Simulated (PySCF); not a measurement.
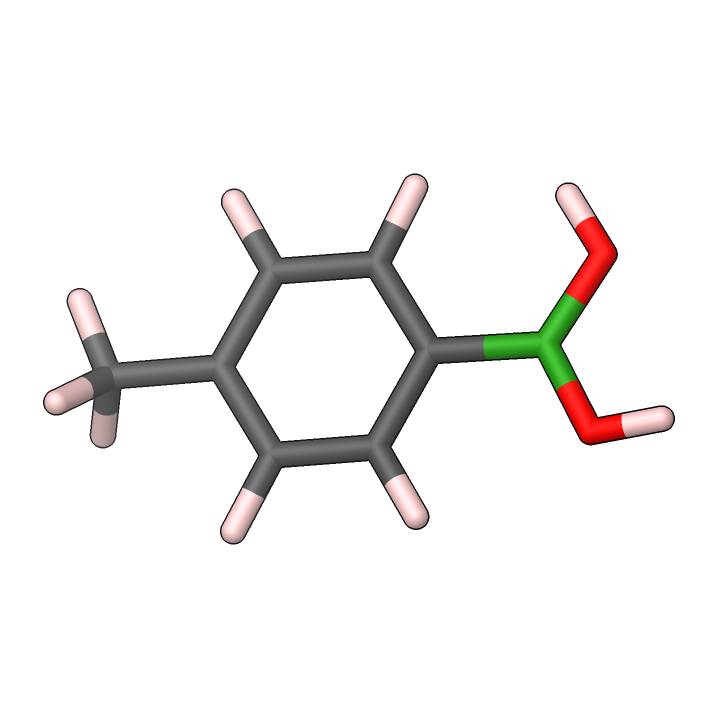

A stick model of a molecule. Every bond is drawn as one stick, whatever its order. Colours: carbon dark grey, boron green, oxygen red, hydrogen pink.

Computed geometry: PBE0-D3(BJ)/def2-SVP optimisation. No frequency run is at hand to confirm it as a minimum.

What is the molecular formula?

Answer. C₇H₉BO₂, 19 atoms: 7 carbon, 9 hydrogen, 1 boron and 2 oxygen.

Describe its rings.

Answer. Independent rings (smallest set): 1 of 6 members, 1 of them aromatic.

Write the SMILES.

Answer. Cc1ccc(B(O)O)cc1

The parts below concern this one geometry. Atoms keep their numbers from picture to picture.

**Excitation**

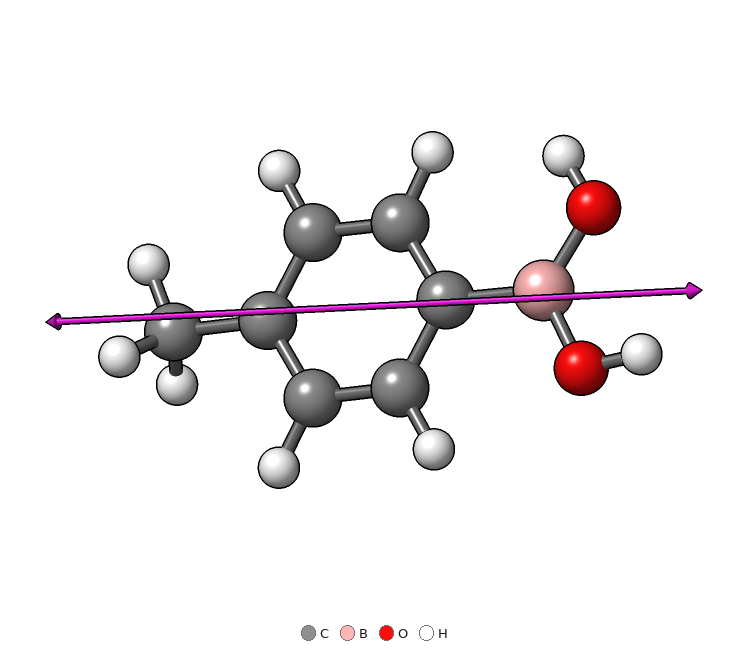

The double arrow shows the direction of the transition dipole to excited singlet state 4 (its length means nothing). No frequency run is at hand to confirm it as a minimum. Properties computed with TDDFT ωB97X-D/def2-SVPD, vertical, gas phase, core orbitals frozen in the response (PySCF 2.14.0).

Where does the transition lie, and how strong is it?

Answer. 6.84 eV (181 nm), oscillator strength 0.79, mainly HOMO−1 → LUMO+1 (weight 0.80); transition dipole 5.50 D.

**Charges**

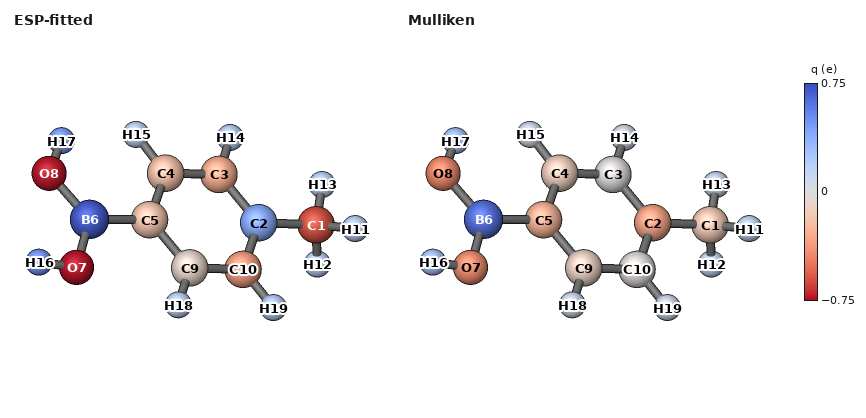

Atomic charges of one calculation by 2 schemes, on one colour scale. No frequency run is at hand to confirm it as a minimum. Level of theory: PBE0/pcSseg-1 (PySCF 2.14.0).

Which scheme gives the most polar picture (largest mean size of the charges)?

Answer. The ESP-fitted charges are the largest in size here.

On which atom do the schemes disagree most?

Answer. On C2 (from −0.32 to 0.38 e).

List the charges (e), one line for each set of equivalent atoms. Atoms whose distances differ by more than 0.02 Å in this geometry are listed apart.

| atom | ESP-fitted | Mulliken |
| --- | --- | --- |
| C1 | −0.60 | −0.15 |
| C2 | 0.38 | −0.32 |
| C3 | −0.28 | −0.01 |
| C4 | −0.19 | −0.12 |
| C5 | −0.17 | −0.26 |
| B6 | 0.69 | 0.62 |
| O7 | −0.72 | −0.41 |
| O8 | −0.72 | −0.42 |
| C9 | −0.07 | −0.09 |
| C10 | −0.34 | −0.02 |
| H11 | 0.17 | 0.14 |
| H12 | 0.17 | 0.14 |
| H13 | 0.16 | 0.11 |
| H14 | 0.17 | 0.07 |
| H15 | 0.14 | 0.07 |
| H16 | 0.47 | 0.24 |
| H17 | 0.43 | 0.25 |
| H18 | 0.15 | 0.09 |
| H19 | 0.18 | 0.07 |

**Ring current**

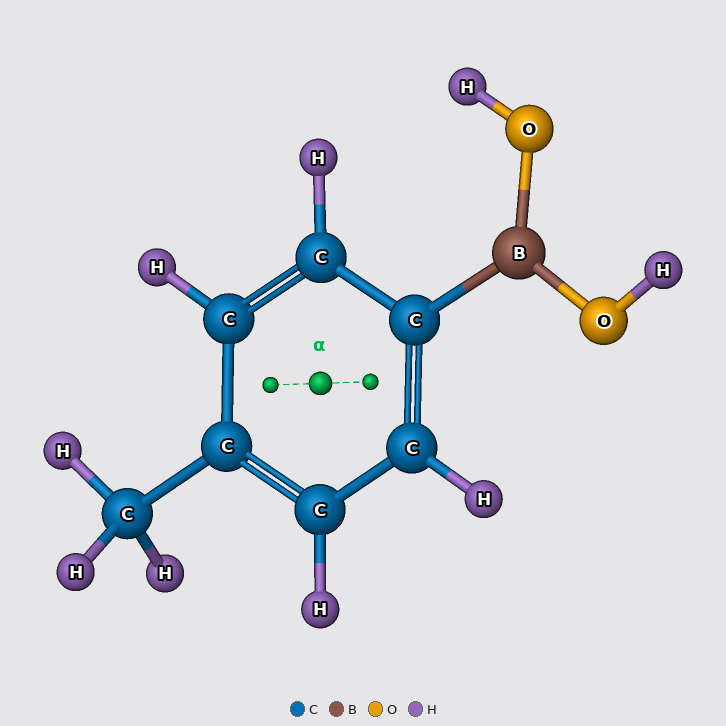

The small points mark where nucleus-independent chemical shifts (NICS) were computed: at the centre of each lettered ring and 1 Å above and below it. No frequency run is at hand to confirm it as a minimum. Properties computed with GIAO PBE0/pcSseg-1 NMR shielding, non-relativistic, gas phase (PySCF 2.14.0).

Give NICS(0), NICS(1) and the out-of-plane component NICS(1)zz for each ring (means of the two sides).

| ring | members | NICS(0) | NICS(1) | NICS(1)zz |
| --- | --- | --- | --- | --- |
| α | C6 | −7.9 | −11.1 | −27.4 |

Values in ppm.

What do the values say about the ring currents?

Answer. Ring α: diatropic, as in an aromatic ring. NICS is one index among several.

Mulliken values depend strongly on the basis set and can even reverse the polarity of a bond.
